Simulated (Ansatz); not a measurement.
# Calculations on Ge₂H₇OF

Part 1: Relaxation

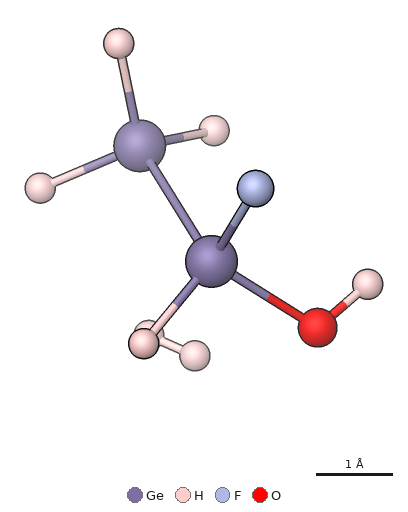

Starting structure of Ge2H7OF. Style: ball-and-stick. Shown from a free direction.

The run prepares an end point of a later path (reaction) calculation, from a guessed geometry.

Level of theory: RKS PBE0/def2-SVP (Ansatz).

Input
```yaml
crystal:
  periodic: [false, false, false]
  atoms:
    - { symbol: Ge, position_ang: [0.04162, 0.127829, 0.171538] }
    - { symbol: Ge, position_ang: [0.045088, 0.116331, 2.579281] }
    - { symbol: H, position_ang: [-1.012445, -0.885047, 3.087413] }
    - { symbol: H, position_ang: [1.424602, -0.314534, 3.112849] }
    - { symbol: H, position_ang: [-0.283345, 1.521187, 3.11743] }
    - { symbol: H, position_ang: [1.387794, 0.132476, -0.563577] }
    - { symbol: F, position_ang: [-0.814739, 1.57255, -0.319568] }
    - { symbol: O, position_ang: [-0.845359, -1.235361, -0.537547] }
    - { symbol: H, position_ang: [-1.730491, -1.348517, -0.168769] }
    - { symbol: H, position_ang: [0.619347, -2.414377, 1.065617] }
    - { symbol: H, position_ang: [1.012326, -2.296438, 1.657335] }
basis:
  gaussian: { orbitals: def2-SVP }
hamiltonian:
  xc: pbe0
relax:
  f_tol: 0.03
  max_steps: 50
output:
  orbitals: {}
```

Command:
```bash
ansatz run input.yaml --threads 4 --pin off --max-ram 5120MiB --backend cpu --events-out ev --progress --plain --runs-dir out
```

> What does the optimiser find from here?

H11 moves most after the best rigid fit: 1.30 Å. Largest moves by element: H 1.30 Å, F 0.58 Å, O 0.49 Å, Ge 0.31 Å. Among the contacts that change: H10–H11 0.720 → 0.763 Å, Ge1–Ge2 2.408 → 2.425 Å, Ge2–H3 1.543 → 1.538 Å. Groups turn about Ge1–Ge2 by about 40°. The energy falls by 3.50 kcal/mol in 17 accepted moves (20 points after the start). The largest force component goes from 1.4 to 0.026 eV/Å. The line search rejected the trial steps at points 8, 12, 17 of the run. Cost: 33 s on 4 threads of Intel(R) Xeon(R) 6975P-C (Granite Rapids), with other jobs on the host, peak memory 0.38 GiB.

The structure at the end:

```xyz
11

Ge   -0.0253    0.4051    0.1949
Ge    0.0265    0.4239    2.6197
H    -1.2712   -0.2164    3.1407
H     1.2328   -0.3898    3.1162
H     0.1302    1.8691    3.1321
H     1.2002    0.8954   -0.5866
F    -1.3743    1.4214   -0.2604
O    -0.3649   -1.2071   -0.4655
H    -1.1792   -1.5941   -0.1224
H     0.6475   -3.0604    0.9468
H     0.8219   -3.5710    1.4865
```

The end point in the same view:

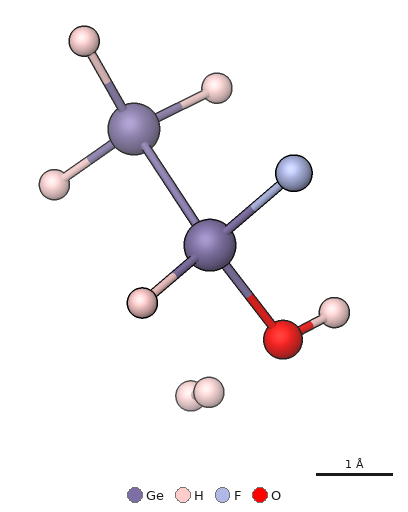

Limits of the set-up: the start holds two separate molecules, 2.5 Å apart at their closest, whose relative position is a soft coordinate and is computed without a dispersion correction.

Part 2: Relaxation

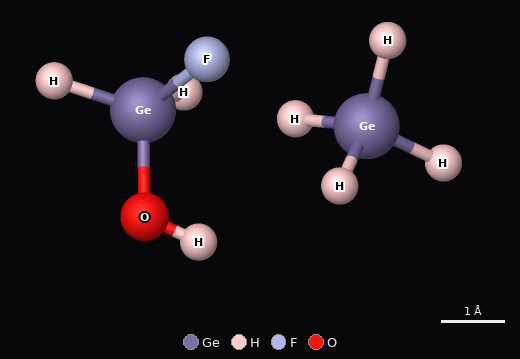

Starting structure of Ge₂H₇OF. The picture is a ball-and-stick view, seen face on.

The run prepares an end point of a later path (reaction) calculation, from a guessed geometry.

The calculation used RKS PBE0/def2-SVP in Ansatz 0.2.0.

Input file:
```yaml
crystal:
  periodic: [false, false, false]
  atoms:
    - { symbol: Ge, position_ang: [0.286646, -0.376842, -0.546673] }
    - { symbol: Ge, position_ang: [0.042878, -0.322575, 3.053625] }
    - { symbol: H, position_ang: [-1.420977, -0.30619, 2.58256] }
    - { symbol: H, position_ang: [0.127959, -1.141472, 4.356218] }
    - { symbol: H, position_ang: [0.548402, 1.101147, 3.303618] }
    - { symbol: H, position_ang: [0.457425, 0.03884, -2.006781] }
    - { symbol: F, position_ang: [-0.031051, 1.075641, 0.373794] }
    - { symbol: O, position_ang: [-1.163262, -1.372504, -0.483982] }
    - { symbol: H, position_ang: [-1.389152, -1.673852, 0.403502] }
    - { symbol: H, position_ang: [1.473503, -1.032921, 0.190032] }
    - { symbol: H, position_ang: [0.91203, -1.013171, 1.976088] }
basis:
  gaussian: { orbitals: def2-SVP }
hamiltonian:
  xc: pbe0
relax:
  f_tol: 0.03
  max_steps: 50
output:
  orbitals: {}
```

Command:
```bash
ansatz run input.yaml --threads 4 --pin off --max-ram 5120MiB --backend cpu --events-out ev --progress --plain --runs-dir out
```

Where does the relaxation end?

Answer. The energy falls by 0.200 eV in 23 accepted moves (25 points after the start). The largest force component goes from 0.46 to 0.019 eV/Å. The line search rejected the trial steps at points 15, 16 of the run. The forces were under the threshold at step 5, but the run went on from there. H10 moves most after the best rigid fit: 1.28 Å. By element the largest moves are H 1.28 Å, O 0.47 Å, F 0.44 Å, Ge 0.39 Å. Near-neighbour distances that change, for instance: Ge1–H10 1.543 → 1.535 Å.

Step by step:

| step | E − E(0), eV | largest force component, eV/Å | note |
| --- | --- | --- | --- |
| 0 | 0.0000 | 0.4619 |  |
| 1 | -0.1100 | 0.1953 |  |
| 2 | -0.1483 | 0.2880 |  |
| 3 | -0.1591 | 0.2097 |  |
| 4 | -0.1760 | 0.1183 |  |
| 5 | -0.1802 | 0.0273 |  |
| 6 | -0.1816 | 0.2316 |  |
| 7 | -0.1841 | 0.0546 |  |
| 8 | -0.1846 | 0.1103 |  |
| 9 | -0.1854 | 0.0420 |  |
| 10 | -0.1862 | 0.0475 |  |
| 11 | -0.1865 | 0.1364 |  |
| 12 | -0.1872 | 0.0687 |  |
| 13 | -0.1882 | 0.0435 |  |
| 14 | -0.1897 | 0.0306 |  |
| 15 | -0.1881 | 0.2081 | rejected |
| 16 | -0.1815 | 0.3976 | rejected |
| 17 | -0.1906 | 0.0182 |  |
| 18 | -0.1929 | 0.0439 |  |
| 19 | -0.1938 | 0.1456 |  |
| 20 | -0.1961 | 0.0689 |  |
| 21 | -0.1976 | 0.0270 |  |
| 22 | -0.1992 | 0.0407 |  |
| 23 | -0.1994 | 0.0681 |  |
| 24 | -0.1998 | 0.0383 |  |
| 25 | -0.1999 | 0.0192 |  |

The structure at the end:

```xyz
11

Ge    0.3272   -0.3085   -0.8902
Ge   -0.2144   -0.2979    3.3431
H    -1.5156    0.2799    2.7760
H    -0.4726   -0.8642    4.7515
H     0.8840    0.7687    3.4112
H    -0.3198    0.3305   -2.1170
F     0.3614    0.8873    0.3876
O    -0.7590   -1.5891   -0.3613
H    -0.4920   -1.9855    0.4771
H     1.7812   -0.7797   -1.0298
H     0.2640   -1.4653    2.4539
```

The end point in the same view:

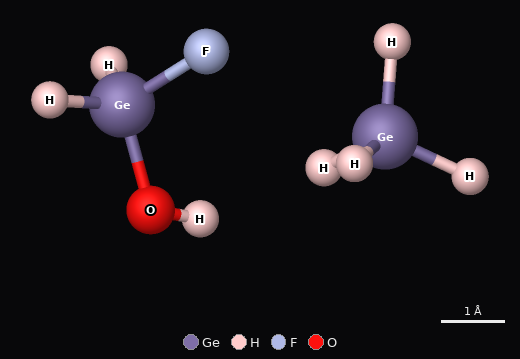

Part 3: Path

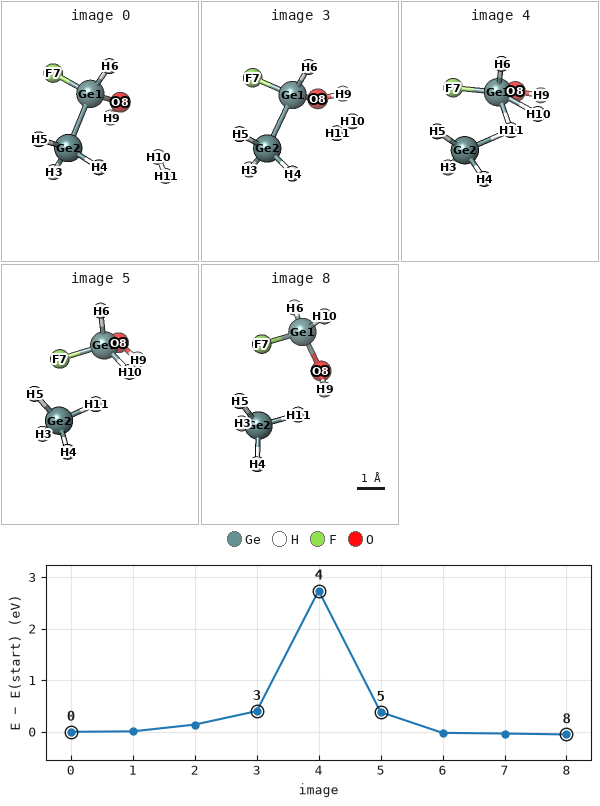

NEB run on Ge$_{2}$H$_{7}$OF, made up at the start of Ge$_{2}$H$_{5}$OF and H2. Images are numbered from 0 (start) to 8 (end). The picture is a ball-and-stick view, seen at a tilt.

Method: RKS PBE0/def2-SVP in Ansatz. Settings: 7 movable images; climbing image; force threshold 0.05 eV/Å; iteration limit 60; starting path through a guess of the saddle point.

### Read off the barrier and say what moves.

The energy climbs by 2.74 eV to image 4 and then falls by 2.79 eV, so the end point sits at −0.05 eV. Breaking: Ge1–Ge2 (2.43 → 2.73 at the top → 4.27 Å), H10–H11 (0.76 → 1.20 at the top → 3.86 Å). Forming: Ge1–H10 (3.61 → 1.80 at the top → 1.53 Å), Ge2–H11 (4.23 → 1.91 at the top → 1.54 Å). The band is converged. At the top, the vibrational analysis gives one imaginary mode (1386i cm⁻¹), as a transition state must have.

Limits of the set-up: the start holds two separate molecules, 2.5 Å apart at their closest, whose relative position is a soft coordinate and is computed without a dispersion correction.

The run took 4.4 min on 4 threads of Intel(R) Xeon(R) 6975P-C (Granite Rapids), with other jobs on the host, peak memory 0.39 GiB.
